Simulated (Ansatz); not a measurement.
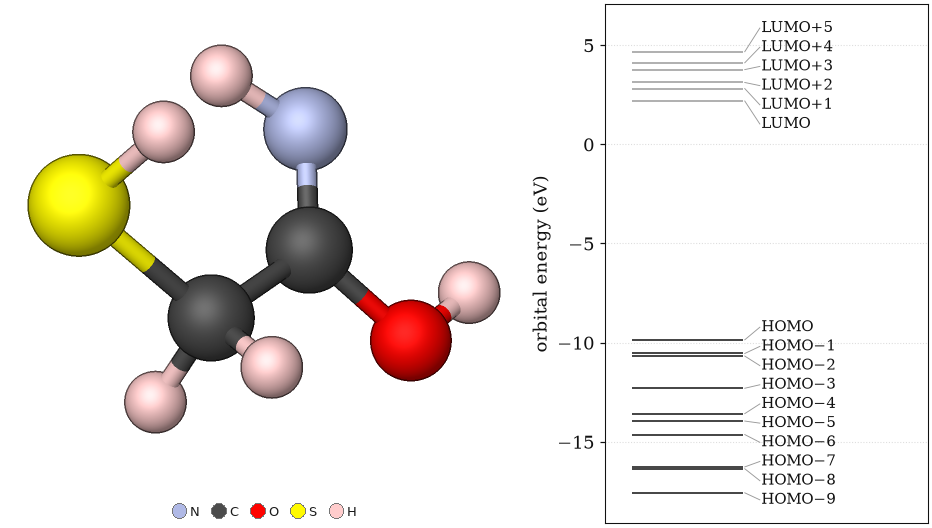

C₂H₅NOS (imidic-acid tautomer), SMILES N(=C(\O)CS)/[H]. Kohn-Sham orbital energies near the frontier, ωB97X-V/def2-TZVPP with the Ansatz code 0.2.0, at a PBE0-D4/def2-TZVP geometry (no frequency check), isolated molecule; empty levels in grey, levels within 0.03 eV side by side.

### Where do the frontier orbitals lie?

HOMO at −9.86 eV, LUMO at 2.18 eV, 12.04 eV apart.

### How far below the HOMO does the next level lie?

0.69 eV.

Caveats: one conformer of a flexible molecule; empty levels above zero depend strongly on the basis.
